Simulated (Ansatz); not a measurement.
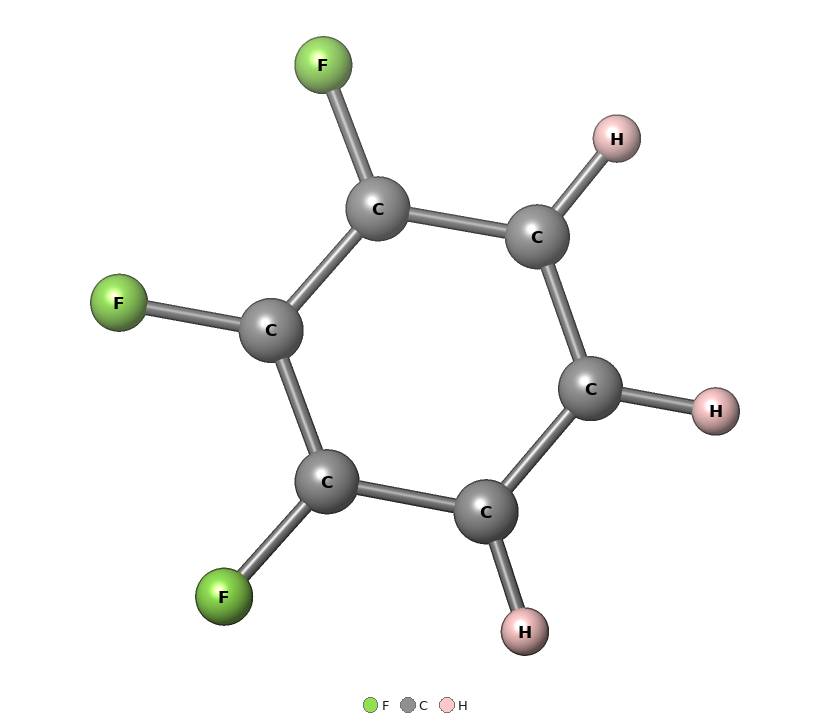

All atoms lie in one plane, which faces the viewer. The geometry was computed by an optimisation with PBE-D4/def2-SVP. No frequency run is at hand to confirm it as a minimum.

List the symmetry elements and name the point group.

It has 1 C2 axis and 2 mirror planes, so the point group is C2v. The group has 4 operations. The geometry is achiral, and symmetry allows a dipole moment.
